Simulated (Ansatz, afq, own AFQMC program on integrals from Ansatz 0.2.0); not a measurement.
# SiH₂Br (doublet): AFQMC on the coupled-cluster ladder at distance Br1–H2 along a hydrogen transfer = 1.767 Å, cc-pVTZ

Aim: compute SiH₂Br (doublet) with auxiliary-field quantum Monte Carlo on the same integrals as coupled cluster, and set the energies side by side.

Computed with Ansatz 0.2.0, Gaussian basis, and an in-house AFQMC program (afq) on its integrals; all values are calculated. Level: cc-pVTZ, frozen cores.

Plan: PBE (unrestricted); CCSD(T) on UHF; r2SCAN (unrestricted); PBE0 (unrestricted); B3LYP (unrestricted); CCSDT(Q) on UHF; wB97M-V (unrestricted); B2PLYP (unrestricted); Phaseless AFQMC, CISD trial on UHF.

9 further runs of the same task are left out: 1 that didn't finish, 8 set aside as unsound or not needed.

**1. What is computed**

The geometry derives from fragments relaxed apart (PBE0/def2-TZVP) and kept rigid, so it is no stationary point. A hydrogen atom is moved between rigid fragments. No spin-orbit coupling is included. The filled d shell of Br may be among the frozen orbitals whatever the setting's name suggests; the logs give the count.

4 atoms, charge 0, spin multiplicity 2.

Atoms are counted from 1 here; the program's logs count them from 0.

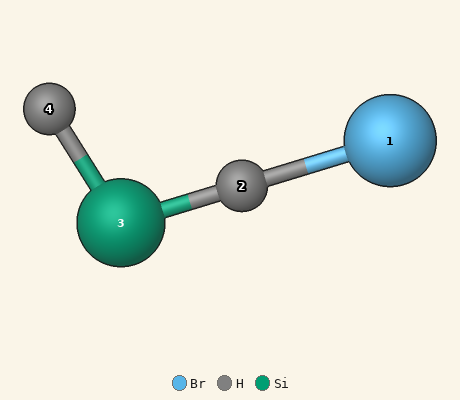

The geometry (bromine blue, hydrogen grey, silicon teal); atoms are numbered from 1 in the order of the file.

As a file:

```xyz
4
BrH2Si
Br   -2.1444    0.3699    0.0000
H    -0.3774    0.3699    0.0000
Si    1.0626    0.3699    0.0000
H     1.4591   -1.1096    0.0000
```

**2. PBE (unrestricted)**

in.yaml reads:

```yaml
crystal:
  periodic: [false, false, false]
  atoms:
    - {symbol: Br, position_ang: [-2.144359, 0.369878, 0.000000]}
    - {symbol: H, position_ang: [-0.377359, 0.369878, 0.000000]}
    - {symbol: Si, position_ang: [1.062641, 0.369878, 0.000000]}
    - {symbol: H, position_ang: [1.459076, -1.109635, 0.000000]}
basis:
  gaussian: {orbitals: cc-pVTZ}
magnetization: {spin_polarized: true, initial_magnetization: 1}
hamiltonian: {xc: {name: PBE}}
output: {orbitals: {seedname: orbitals}}
```

Launch:

```bash
$ ansatz run in.yaml --threads 1 --pin off --events-out ev --progress --plain --max-ram 5120MiB --backend cpu
```

What it wrote:

```text
Functional definition: PBE
  name "PBE"
  cite "Perdew, Burke & Ernzerhof, Phys. Rev. Lett. 77, 3865 (1996) doi:10.1103/PhysRevLett.77.3865"
  parent pbe
  parameter kappa = 0.804
  parameter beta = 0.06672455060314922
  exchange = pbe_x(kappa = kappa, mu = beta*pi^2/3)
  correlation = pbe_c(beta = beta)
769 factors; their error is unknown
mean field evaluation 1: about -77938.9108 eV, gradient 1.2e1 eV
mean field evaluation 2: about -77913.6475 eV, gradient 4.8e1 eV
mean field evaluation 4: about -77940.0873 eV, gradient 4.3e0 eV
mean field evaluation 8: about -77940.2186 eV, gradient 1.3e-1 eV
mean field evaluation 16: about -77940.1938 eV, gradient 8.6e-5 eV
mean field evaluation 32: about -77939.3149 eV, gradient 1.9e0 eV
mean field evaluation 64: about -77940.1938 eV, gradient 9.8e-7 eV
mean field evaluation 96: about -77940.1707 eV, gradient 3.6e-1 eV
mean field -77940.19376689 eV, -2864.2492911724 hartree, gradient 3.6e-6 eV, S^2 0.753903; 10 other end points of the search recorded, 0 dependent functions left out
reference -77940.19379712 eV, -2864.2492922832 hartree; 26, 25 occupied and 79, 80 virtual orbitals, 769 factors
Total energy: -77940.19379712 eV, -2864.2492922832 hartree
```

Run time: 19 s. Hardware: 1 thread of AMD EPYC 7R13 (Zen 3), shared host; peak memory 1.8 GiB.

From the report: ⟨S²⟩ of the determinant 0.754 (pure doublet: 0.75).

**3. CCSD(T) on UHF**

Edit in.yaml of step 2 so:

```diff
@@ -10,3 +10,2 @@
 magnetization: {spin_polarized: true, initial_magnetization: 1}
-hamiltonian: {xc: {name: PBE}}
-output: {orbitals: {seedname: orbitals}}
+correlation: {method: ccsd_t, electrons: outside_noble_gas, hamiltonian_folder: ham}
```

Launch:

```bash
$ ansatz run in.yaml --threads 1 --pin off --events-out ev --progress --plain --max-ram 15360MiB --backend cuda --devices 0, --max-vram 18GiB
```

What it wrote, cut to the lines that bear on the results:

```text
Functional definition: HF
  name "HF"
  cite "Fock, Z. Phys. 61, 126 (1930) doi:10.1007/BF01340294"
  parent pbe
[...]
637 factors; integrals over basis functions are off by at most 1.3e-3 eV
[...]
mean field -77891.45991374 eV, -2862.4583551023 hartree, gradient 4.0e-6 eV, S^2 1.194273; 17 other end points of the search recorded, 0 dependent functions left out
determinant -77891.45991374 eV, -2862.4583551023 hartree, with singles and doubles -77899.69106602 eV, -2862.7608443692 hartree
determinant -77891.10653416 eV, -2862.4453686421 hartree, with singles and doubles -77898.98889336 eV, -2862.7350400000 hartree
determinant -77890.46328418 eV, -2862.4217296415 hartree, with singles and doubles -77899.24206087 eV, -2862.7443437341 hartree
determinant -77889.88330477 eV, -2862.4004157911 hartree, with singles and doubles -77897.80257879 eV, -2862.6914437434 hartree
[...]
determinant -77889.03418948 eV, -2862.3692113799 hartree, with singles and doubles -77896.99084979 eV, -2862.6616132531 hartree
determinant -77891.45991374 eV, -2862.4583551023 hartree, with singles and doubles -77899.67843481 eV, -2862.7603801808 hartree
determinant -77890.46328418 eV, -2862.4217296415 hartree, with singles and doubles -77899.61132930 eV, -2862.7579140987 hartree
determinant -77891.33593225 eV, -2862.4537988663 hartree, with singles and doubles -77899.79871611 eV, -2862.7648004372 hartree
19 core orbitals not correlated: weight in the atoms' cores, before any rotation towards them, 1.000 or more for the frozen orbitals, at most 0.000 for the correlated occupied ones
reference -77891.45991374 eV, -2862.4583551023 hartree; 7, 6 occupied and 79, 80 virtual orbitals, 637 factors
second order -6.86763873 eV of doubles, -0.00000000 eV of singles
cycle   1  -8.21852119 eV  change   -1.3e-7 eV  update   4.0e-6
perturbative correction -0.31948920 eV, -0.0117410116 hartree
Total energy: -77899.99792414 eV, -2862.7721211970 hartree
```

Run time: 28 s. Hardware: 1 × NVIDIA H100 80GB HBM3 with 1 thread of AMD EPYC 7R13 (Zen 3), shared host; peak host memory 1.8 GiB.

From the report: ⟨S²⟩ of the determinant 1.194 (pure doublet: 0.75); correlation -8.5380 eV; T1 0.085; largest double amplitude 0.07.

This run also writes the integrals to the folder ham.

**4. r2SCAN (unrestricted)**

Edit in.yaml of step 3 so:

```diff
@@ -10,2 +10,2 @@
 magnetization: {spin_polarized: true, initial_magnetization: 1}
-correlation: {method: ccsd_t, electrons: outside_noble_gas, hamiltonian_folder: ham}
+hamiltonian: {xc: {name: r2SCAN}}
```

Launch:

```bash
$ ansatz run in.yaml --threads 1 --pin off --events-out ev --progress --plain --max-ram 5120MiB --backend cpu
```

What it wrote, cut to the lines that bear on the results:

```text
Functional definition: r2SCAN
  name "r2SCAN"
  cite "Furness, Kaplan, Ning, Perdew & Sun, J. Phys. Chem. Lett. 11, 8208 (2020) doi:10.1021/acs.jpclett.0c02405"
  cite "Furness, Kaplan, Ning, Perdew & Sun, J. Phys. Chem. Lett. 11, 9248 (2020) doi:10.1021/acs.jpclett.0c03077"
  parent r2scan
[...]
769 factors; their error is unknown
[...]
mean field -77953.54012212 eV, -2864.7397606806 hartree, gradient 5.1e-6 eV, S^2 0.762652; 9 other end points of the search recorded, 0 dependent functions left out
reference -77953.54013276 eV, -2864.7397610717 hartree; 26, 25 occupied and 79, 80 virtual orbitals, 769 factors
Total energy: -77953.54013276 eV, -2864.7397610717 hartree
```

Run time: 50 s. Hardware: 1 thread of AMD EPYC 7R13 (Zen 3), shared host; peak memory 1.8 GiB.

From the report: ⟨S²⟩ of the determinant 0.763 (pure doublet: 0.75).

**5. PBE0 (unrestricted)**

Edit in.yaml of step 4 so:

```diff
@@ -10,2 +10,3 @@
 magnetization: {spin_polarized: true, initial_magnetization: 1}
-hamiltonian: {xc: {name: r2SCAN}}
+hamiltonian: {xc: {name: PBE0}}
+output: {orbitals: {seedname: orbitals}}
```

Launched as before.

What it wrote:

```text
Functional definition: PBE0
  name "PBE0"
  cite "Adamo & Barone, J. Chem. Phys. 110, 6158 (1999) doi:10.1063/1.478522"
  cite "Perdew, Burke & Ernzerhof, Phys. Rev. Lett. 77, 3865 (1996) doi:10.1103/PhysRevLett.77.3865"
  parent pbe
  parameter a = 0.25
  parameter kappa = 0.804
  parameter beta = 0.06672455060314922
  exchange = (1 - a)*pbe_x(kappa = kappa, mu = beta*pi^2/3) + a*exact_x
  correlation = pbe_c(beta = beta)
817 factors; their error is unknown
mean field evaluation 1: about -77941.8218 eV, gradient 1.1e1 eV
mean field evaluation 2: about -77935.9536 eV, gradient 3.0e1 eV
mean field evaluation 4: about -77942.9611 eV, gradient 1.6e0 eV
mean field evaluation 8: about -77942.9861 eV, gradient 5.5e-2 eV
mean field evaluation 16: about -77943.2434 eV, gradient 1.6e-4 eV
mean field evaluation 32: about -77941.9593 eV, gradient 6.5e0 eV
mean field -77943.24337613 eV, -2864.3613622450 hartree, gradient 1.1e-5 eV, S^2 0.759464; 2 other end points of the search recorded, 0 dependent functions left out
reference -77943.24339919 eV, -2864.3613630923 hartree; 26, 25 occupied and 79, 80 virtual orbitals, 817 factors
Total energy: -77943.24339919 eV, -2864.3613630923 hartree
```

Wall time 13 s (1 thread of AMD EPYC 7R13 (Zen 3), shared host); peak memory 1.8 GiB.

From the report: ⟨S²⟩ of the determinant 0.759 (pure doublet: 0.75).

**6. B3LYP (unrestricted)**

Edit in.yaml of step 5 so:

```diff
@@ -10,3 +10,2 @@
 magnetization: {spin_polarized: true, initial_magnetization: 1}
-hamiltonian: {xc: {name: PBE0}}
-output: {orbitals: {seedname: orbitals}}
+hamiltonian: {xc: {name: B3LYP}}
```

Same command.

What it wrote, cut to the lines that bear on the results:

```text
Functional definition: B3LYP
  name "B3LYP"
  cite "Stephens, Devlin, Chabalowski & Frisch, J. Phys. Chem. 98, 11623 (1994) doi:10.1021/j100096a001"
  cite "Becke, Phys. Rev. A 38, 3098 (1988) doi:10.1103/PhysRevA.38.3098"
  cite "Lee, Yang & Parr, Phys. Rev. B 37, 785 (1988) doi:10.1103/PhysRevB.37.785"
  cite "Vosko, Wilk & Nusair, Can. J. Phys. 58, 1200 (1980) doi:10.1139/p80-159"
[...]
808 factors; their error is unknown
[...]
mean field -77956.34092411 eV, -2864.8426882553 hartree, gradient 2.0e-5 eV, S^2 0.756288; 2 other end points of the search recorded, 0 dependent functions left out
reference -77956.34113097 eV, -2864.8426958573 hartree; 26, 25 occupied and 79, 80 virtual orbitals, 808 factors
Total energy: -77956.34113097 eV, -2864.8426958573 hartree
```

It took 7 s on 1 thread of AMD EPYC 7R13 (Zen 3), shared host; peak memory 1.8 GiB.

From the report: ⟨S²⟩ of the determinant 0.756 (pure doublet: 0.75).

**7. CCSDT(Q) on UHF**

Edit in.yaml of step 6 so:

```diff
@@ -10,2 +10,2 @@
 magnetization: {spin_polarized: true, initial_magnetization: 1}
-hamiltonian: {xc: {name: B3LYP}}
+correlation: {method: ccsdt_q, electrons: outside_noble_gas}
```

Launch:

```bash
$ ansatz run in.yaml --threads 1 --pin off --events-out ev --progress --plain --max-ram 15360MiB --backend cuda --devices 0, --max-vram 18GiB
```

What it wrote, cut to the lines that bear on the results:

```text
Functional definition: HF
  name "HF"
  cite "Fock, Z. Phys. 61, 126 (1930) doi:10.1007/BF01340294"
  parent pbe
[...]
1224 factors; integrals over basis functions are off by at most 2.1e-7 eV
[...]
mean field -77891.45994522 eV, -2862.4583562592 hartree, gradient 3.0e-6 eV, S^2 1.194277; 17 other end points of the search recorded, 0 dependent functions left out
determinant -77891.45994522 eV, -2862.4583562592 hartree, with singles and doubles -77899.69111180 eV, -2862.7608460517 hartree
determinant -77891.10657524 eV, -2862.4453701516 hartree, with singles and doubles -77898.98895397 eV, -2862.7350422273 hartree
determinant -77890.46331936 eV, -2862.4217309344 hartree, with singles and doubles -77899.24211807 eV, -2862.7443458364 hartree
determinant -77889.88333519 eV, -2862.4004169091 hartree, with singles and doubles -77897.80262552 eV, -2862.6914454607 hartree
[...]
determinant -77891.45994522 eV, -2862.4583562592 hartree, with singles and doubles -77899.67845280 eV, -2862.7603808420 hartree
determinant -77890.46331936 eV, -2862.4217309344 hartree, with singles and doubles -77899.61134727 eV, -2862.7579147592 hartree
determinant -77891.33596129 eV, -2862.4537999338 hartree, with singles and doubles -77899.79876983 eV, -2862.7648024110 hartree
19 core orbitals not correlated: weight in the atoms' cores, before any rotation towards them, 1.000 or more for the frozen orbitals, at most 0.000 for the correlated occupied ones
reference -77891.45994522 eV, -2862.4583562592 hartree; 7, 6 occupied and 79, 80 virtual orbitals, 1224 factors
second order -6.86766681 eV of doubles, -0.00000000 eV of singles
cycle   1  -7.64931625 eV  change   -7.8e-1 eV  update   9.4e-2
[...]
cycle  43  -8.59270552 eV  change   -4.5e-7 eV  update   2.0e-7
perturbative correction -0.01887814 eV, -0.0006937589 hartree
Total energy: -77900.07152889 eV, -2862.7748261218 hartree
```

It took 63 s on 1 × NVIDIA H100 80GB HBM3 with 1 thread of AMD EPYC 7R13 (Zen 3), shared host; peak host memory 1.8 GiB.

From the report: ⟨S²⟩ of the determinant 1.194 (pure doublet: 0.75); correlation -8.6116 eV; T1 0.098; largest double amplitude 0.08.

**8. wB97M-V (unrestricted)**

Edit in.yaml of step 7 so:

```diff
@@ -10,2 +10,3 @@
 magnetization: {spin_polarized: true, initial_magnetization: 1}
-correlation: {method: ccsdt_q, electrons: outside_noble_gas}
+hamiltonian: {xc: {name: wB97M-V}}
+output: {orbitals: {seedname: orbitals}}
```

Launch:

```bash
$ ansatz run in.yaml --threads 1 --pin off --events-out ev --progress --plain --max-ram 5120MiB --backend cpu
```

What it wrote, cut to the lines that bear on the results:

```text
Functional definition: wB97M-V
  name "wB97M-V"
  cite "Mardirossian & Head-Gordon, J. Chem. Phys. 144, 214110 (2016) doi:10.1063/1.4952647"
  cite "Becke, J. Chem. Phys. 107, 8554 (1997) doi:10.1063/1.475007"
  cite "Vydrov & Van Voorhis, J. Chem. Phys. 133, 244103 (2010) doi:10.1063/1.3521275"
  # Of w^i u^j: cxij and so on, Table III.
[...]
  gx(w, u) = 1 - cx + cx01*u + cx10*w
  gss(w, u) = css00 + css04*u^4 + css10*w + css20*w^2 + css43*w^4*u^3
  gos(w, u) = cos00 + cos10*w + (cos20 + cos21*u)*w^2 + (cos60 + cos61*u)*w^6
[...]
      + integral(e_c_pw_mod_opposite_spin*gos(b97_w_opposite, b97_u_opposite)) + vv10(b, c)
800 factors; their error is unknown
145 factors; integrals over basis functions are off by at most 4.1e-5 eV
[...]
mean field -77949.98683597 eV, -2864.6091798231 hartree, gradient 4.1e-5 eV, S^2 0.757509; 1 other end points of the search recorded, 0 dependent functions left out
reference -77949.98687157 eV, -2864.6091811316 hartree; 26, 25 occupied and 79, 80 virtual orbitals, 800 factors
Total energy: -77949.98687157 eV, -2864.6091811316 hartree
```

Run time: 33 s. Hardware: 1 thread of AMD EPYC 7R13 (Zen 3), shared host; peak memory 1.8 GiB.

From the report: ⟨S²⟩ of the determinant 0.758 (pure doublet: 0.75).

**9. B2PLYP (unrestricted)**

Edit in.yaml of step 8 so:

```diff
@@ -10,3 +10,3 @@
 magnetization: {spin_polarized: true, initial_magnetization: 1}
-hamiltonian: {xc: {name: wB97M-V}}
-output: {orbitals: {seedname: orbitals}}
+hamiltonian: {xc: {name: B2PLYP}}
+correlation: {electrons: outside_noble_gas}
```

Same command.

What it wrote, cut to the lines that bear on the results:

```text
Functional definition: B2PLYP
  name "B2PLYP"
  cite "Grimme, J. Chem. Phys. 124, 034108 (2006) doi:10.1063/1.2148954"
  cite "Becke, Phys. Rev. A 38, 3098 (1988) doi:10.1103/PhysRevA.38.3098"
  cite "Lee, Yang & Parr, Phys. Rev. B 37, 785 (1988) doi:10.1103/PhysRevB.37.785"
[...]
637 factors; integrals over basis functions are off by at most 1.3e-3 eV
[...]
mean field -77937.58618778 eV, -2864.1534644074 hartree, gradient 9.5e-6 eV, S^2 0.766812; 2 other end points of the search recorded, 0 dependent functions left out
19 core orbitals not correlated: weight in the atoms' cores, before any rotation towards them, 1.000 or more for the frozen orbitals, at most 0.000 for the correlated occupied ones
reference -77937.58632061 eV, -2864.1534692890 hartree; 7, 6 occupied and 79, 80 virtual orbitals, 637 factors
second order -9.00725250 eV of doubles, -0.00000000 eV of singles
Total energy: -77940.01827878 eV, -2864.2428421035 hartree
```

Wall time 12 s (1 thread of AMD EPYC 7R13 (Zen 3), shared host); peak memory 1.8 GiB.

From the report: ⟨S²⟩ of the determinant 0.767 (pure doublet: 0.75).

**10. Phaseless AFQMC, CISD trial on UHF**

It reads the integrals that the CCSD(T) run on this determinant wrote.

Launch:

```bash
$ afq ham --method phaseless --trial cisd --walkers 1500 --populations 20 --least-time 60 --time-step 0.005 --steps-per-block 50 --equilibration-blocks 28 --max-blocks 4000 --target-error 0.00021 --factor-cut 1e-05 --start spin_pure --seed 1440 --release-times 0.24,0.51,0.99,1.62,2.4 --release-step 0.03 --release-every 3 --taylor-order 6
```

What it wrote:

```text
orbitals 86  electrons 7 6  factors 569 of 637
reference energy -2862.45835510 Eh
CCSD correlation -0.30202535 Eh in 21 cycles, weight of the determinant in the CISD state 0.7031
energy of the start -2862.713272 Eh
 block  time / (1/Eh)  mean weight  energy / Eh
     1     0.250  1.0008  -2862.731846
     2     0.500  0.9997  -2862.745524
     3     0.750  1.0002  -2862.754232
     4     1.000  1.0003  -2862.760715
     5     1.250  0.9994  -2862.764310
     6     1.500  1.0003  -2862.767483
     7     1.750  1.0002  -2862.769541
     8     2.000  1.0002  -2862.769527
     9     2.250  1.0003  -2862.769014
    10     2.500  1.0001  -2862.770938
    13     3.250  0.9997  -2862.774764
    16     4.000  0.9996  -2862.773747
    19     4.750  1.0002  -2862.774892
    22     5.500  1.0002  -2862.772510
    25     6.250  1.0002  -2862.773585
    28     7.000  1.0003  -2862.772460
    31     7.750  1.0002  -2862.774631
    34     8.500  1.0003  -2862.773633
    37     9.250  0.9999  -2862.772431
    40    10.000  0.9998  -2862.773317
    43    10.750  1.0000  -2862.774184
    46    11.500  1.0005  -2862.772961
    49    12.250  1.0002  -2862.773937
    52    13.000  0.9991  -2862.773357
    55    13.750  1.0000  -2862.773233
    58    14.500  0.9993  -2862.774747
    61    15.250  0.9997  -2862.774329
    64    16.000  1.0001  -2862.775499
    67    16.750  0.9995  -2862.774141
    70    17.500  0.9993  -2862.771998
    73    18.250  0.9999  -2862.772771
    76    19.000  1.0004  -2862.774760
    79    19.750  1.0002  -2862.773442
    82    20.500  1.0001  -2862.771115
    85    21.250  0.9999  -2862.773904
    88    22.000  1.0004  -2862.775469
    91    22.750  0.9997  -2862.774254
    94    23.500  0.9999  -2862.773737
    97    24.250  1.0000  -2862.775128
   100    25.000  1.0001  -2862.774790
   103    25.750  1.0004  -2862.772878
   106    26.500  1.0002  -2862.774683
   109    27.250  0.9998  -2862.773691
   112    28.000  0.9999  -2862.775495
   115    28.750  0.9995  -2862.775048
   118    29.500  1.0005  -2862.772143
   121    30.250  1.0004  -2862.774308
   124    31.000  1.0000  -2862.773234
   127    31.750  0.9998  -2862.772593
   130    32.500  1.0002  -2862.772651
   133    33.250  0.9998  -2862.773691
   136    34.000  0.9995  -2862.775241
   139    34.750  0.9997  -2862.772342
   142    35.500  1.0001  -2862.773568
   145    36.250  0.9992  -2862.774316
   148    37.000  0.9995  -2862.775213
   151    37.750  1.0000  -2862.772807
   154    38.500  0.9997  -2862.770619
error from the spread of 20 populations
released: time / (1/Eh)  energy / Eh  error  mean overlap
  0.24  -2862.774065  0.000253  0.9964
  0.51  -2862.774392  0.000189  0.9896
  0.99  -2862.774536  0.000304  0.9880
  1.62  -2862.774551  0.000437  0.9868
  2.40  -2862.774395  0.000647  0.9845
energy -2862.773808 +/- 0.000287 Eh
```

Wall time 4 min (1 × NVIDIA H100 80GB HBM3 with 2 threads of AMD EPYC 7R13 (Zen 3), shared host); peak host memory 1.8 GiB.

Energy -77900.0438 ± 0.0078 eV. Caveats: constraint bias not in the error.

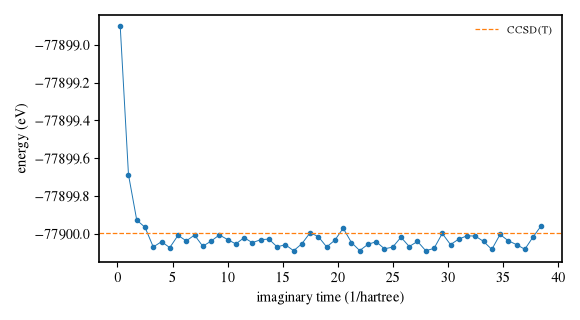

Block energies along the walk.

**11. AFQMC on the ladder**

On the UHF determinant, counted from CCSDT(Q) (a yardstick, not exact):

| level | energy (eV) | from CCSDT(Q) (meV) | statistical error (meV) | time |
| --- | --- | --- | --- | --- |
| HF | -77891.4599 | +8611.6 |  |  |
| MP2 | -77898.3276 | +1744.0 |  |  |
| CCSD | -77899.6784 | +393.1 |  |  |
| CCSD(T) | -77899.9979 | +73.6 |  |  |
| CCSDT(Q) | -77900.0715 | 0.0 |  |  |
| Phaseless AFQMC, CISD trial, step 0.005, 1500 walkers | -77900.0438 | +27.7 | 7.8 | 4 min |

The functionals' totals stand on their own zeros and serve differences with other points: PBE -77940.194 eV; r2SCAN -77953.540 eV; PBE0 -77943.243 eV; B3LYP -77956.341 eV; wB97M-V -77949.987 eV; B2PLYP -77940.018 eV.

**12. Outcome**

| quantity | value |
| --- | --- |
| CCSD(T) on UHF from CCSDT(Q) | +73.6 meV |
| Phaseless AFQMC, CISD trial on UHF from CCSDT(Q) | +27.7 ± 7.8 meV |

In words: On UHF the phaseless walk with the CISD trial lies +27.7 meV from CCSDT(Q), 4 times its error bar. Error bars are statistical and leave out the constraint, the time step and what remains of the start.
